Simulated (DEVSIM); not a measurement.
Structure: Schottky contact on n-type Ge, at 400 K.

```tsv
layer (left to right)	material	thickness (μm)	Nd (cm⁻³)	τn (s)	τp (s)
1	Ge	1.60	3.7e16	4.8e-7	4.8e-7
```

Left contact: Schottky, work function 4.38 eV, emission velocity 4.7e6 cm/s. Right contact: ohmic. Voltage is applied to the left contact. Recombination: SRH at mid-gap. Mobility is μmin + (μ − μmin)/(1 + (N/Nref)^α).

Constants are typed, rounded textbook-type inputs, not results; the design itself was drawn at random and stands for no fabricated device. Values at 300 K; Nc and Nv go as T^1.5, mobilities as T to minus their exponent, the gap by Varshni's rule with the affinity fixed.

| parameter | Ge |
|---|---|
| gap (eV) | 0.664 |
| affinity (eV) | 4 |
| permittivity | 16 |
| Nc (cm⁻³) | 1.04e19 |
| Nv (cm⁻³) | 6e18 |
| μn (cm²/Vs) | 3900 |
| μp (cm²/Vs) | 1900 |
| μn,min | 150 |
| μp,min | 100 |
| Nref,n | 2.6e17 |
| Nref,p | 4e17 |
| αn | 0.56 |
| αp | 0.6 |
| T exponent of μn | 1.66 |
| T exponent of μp | 2.33 |
| Varshni α (eV/K) | 0.000477 |
| Varshni β (K) | 235 |

DEVSIM, 1D drift-diffusion, Boltzmann statistics, complete ionisation; no tunnelling, impact ionisation, image-force lowering or self-heating. Metal contacts follow the ideal Schottky-Mott rule: no Fermi-level pinning, no interface dipoles.

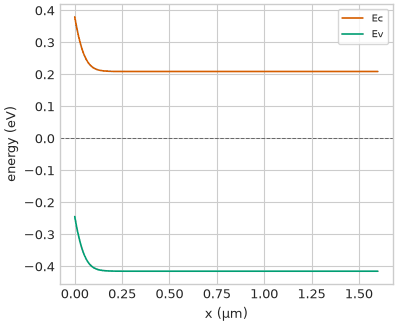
Band edges at zero bias

Energies count from the Fermi level of the right contact; mesh points crowd at the junctions.

```
x (μm)    Ec (eV)  Ev (eV)  n (cm⁻³)  p (cm⁻³)  field (V/cm)
--------  -------  -------  --------  --------  ------------
0.000       0.380   -0.244    2.6e14    7.8e15        -34000
0.009226    0.350   -0.274    6.2e14    3.3e15        -30000
0.02008     0.320   -0.304    1.5e15    1.4e15        -26000
0.03678     0.282   -0.342    4.4e15    4.6e14        -19000
0.07035     0.237   -0.387    1.6e16    1.2e14         -8700
0.1007      0.220   -0.404    2.7e16    7.4e13         -3500
0.1474      0.211   -0.413    3.5e16    5.8e13          -750
0.2311      0.209   -0.415    3.7e16    5.5e13           -42
0.3263      0.209   -0.415    3.7e16    5.5e13           ≈ 0
0.4571      0.209   -0.415    3.7e16    5.5e13           ≈ 0
0.6365      0.209   -0.415    3.7e16    5.5e13           ≈ 0
0.9207      0.209   -0.415    3.7e16    5.5e13           ≈ 0
1.112       0.209   -0.415    3.7e16    5.5e13           ≈ 0
1.236       0.209   -0.415    3.7e16    5.5e13           ≈ 0
1.373       0.209   -0.415    3.7e16    5.5e13           ≈ 0
1.434       0.209   -0.415    3.7e16    5.5e13           ≈ 0
1.486       0.209   -0.415    3.7e16    5.5e13           ≈ 0
1.524       0.209   -0.415    3.7e16    5.5e13           ≈ 0
1.557       0.209   -0.415    3.7e16    5.5e13           ≈ 0
1.575       0.209   -0.415    3.7e16    5.5e13           ≈ 0
1.589       0.209   -0.415    3.7e16    5.5e13           ≈ 0
1.600       0.209   -0.415    3.7e16    5.5e13           ≈ 0
```
